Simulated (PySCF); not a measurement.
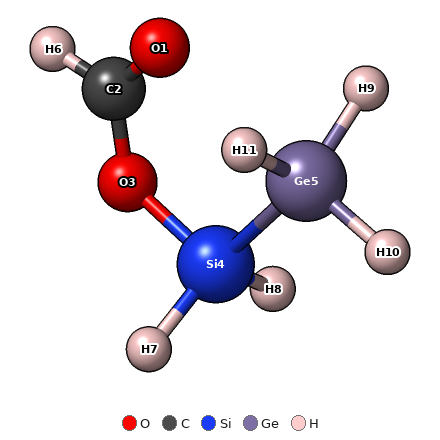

CH₆GeO₂Si, SMILES O=CO[SiH2][GeH3], singlet. Vertical core-electron binding energies by ΔSCF (SCAN, pcX-2 on the ionised atom, pcseg-1 elsewhere, spin-free X2C; PySCF, at a GFN2-xTB geometry (no frequency check)), gas phase, against the vacuum level. One atom of each kind was ionised; within a panel, areas follow the number of like atoms and 2j + 1 (2p levels are split by first-order spin-orbit coupling, an approximation), Gaussians of 1.0 eV full width. Only the regions named are shown. Lines closer than the width merge in the curve.

Q: Predict the Si 2p photoelectron lines.

A:
```csv
level,atoms,binding energy (eV)
Si 2p1/2,Si4,108.3
Si 2p3/2,Si4,107.6
```

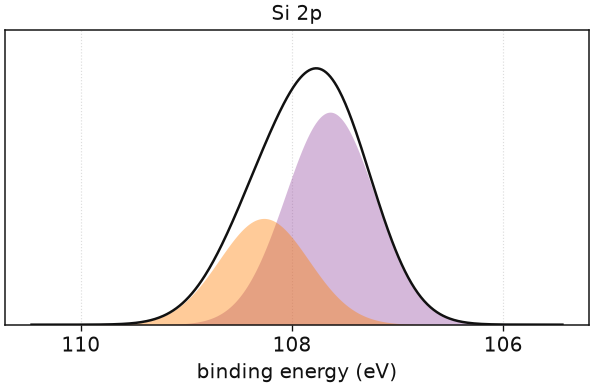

Note: one conformer of a flexible molecule; the tight-binding geometry is rougher than a DFT one and adds to the error.
